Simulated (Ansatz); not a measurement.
# GeH4S2O2: geometry optimisation

Computed with Ansatz 0.2.0. Level: RKS PBE0-D4/def2-SVP.

## Step 1: The starting structure

9 atoms, charge 0, spin multiplicity 1.

Atoms are counted from 1 here; the program's logs count them from 0.

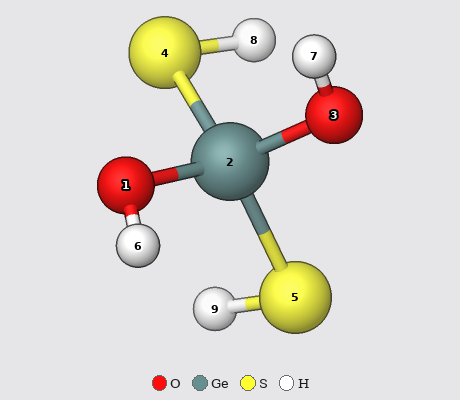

The starting geometry (oxygen red, germanium teal, sulfur yellow, hydrogen white); atoms are numbered from 1 in the order of the file.

Geometry (Å):

```
O    -0.2279    1.0528   -1.5235
Ge    0.0975    0.0455   -0.0768
O     1.8528   -0.2253    0.1606
S    -1.0504   -1.7991   -0.5769
S    -0.4415    1.0262    1.8517
H     0.0029    1.9823   -1.3303
H     2.2365   -0.6089   -0.6521
H    -0.6098   -2.4260    0.5507
H    -1.7717    0.9062    1.5795
```

## Step 2: Relaxation

File input.yaml:

```yaml
crystal:
  periodic: [false, false, false]
  atoms:
    - { symbol: O, position_ang: [-0.227888, 1.052815, -1.523518] }
    - { symbol: Ge, position_ang: [0.097454, 0.045528, -0.076782] }
    - { symbol: O, position_ang: [1.852831, -0.225272, 0.160623] }
    - { symbol: S, position_ang: [-1.050386, -1.799102, -0.576888] }
    - { symbol: S, position_ang: [-0.441451, 1.02617, 1.851711] }
    - { symbol: H, position_ang: [0.002932, 1.982306, -1.330305] }
    - { symbol: H, position_ang: [2.236502, -0.608941, -0.652088] }
    - { symbol: H, position_ang: [-0.609751, -2.426016, 0.550696] }
    - { symbol: H, position_ang: [-1.771744, 0.906211, 1.579451] }
basis:
  gaussian: { orbitals: def2-SVP }
hamiltonian:
  xc: pbe0
  dispersion: d4
output:
  forces: true
relax:
  f_tol: 0.003
  max_steps: 120
```

Started as:

```sh
> ansatz run input.yaml --threads 1 --pin off --max-ram 2560MiB --backend cpu --events-out ev --progress --plain --runs-dir out
```

What time and memory should one allow on 1 thread of Intel Xeon at 2.80GHz (Skylake/Cascade Lake), shared host?

About 70 s, with a peak of 0.32 GiB.
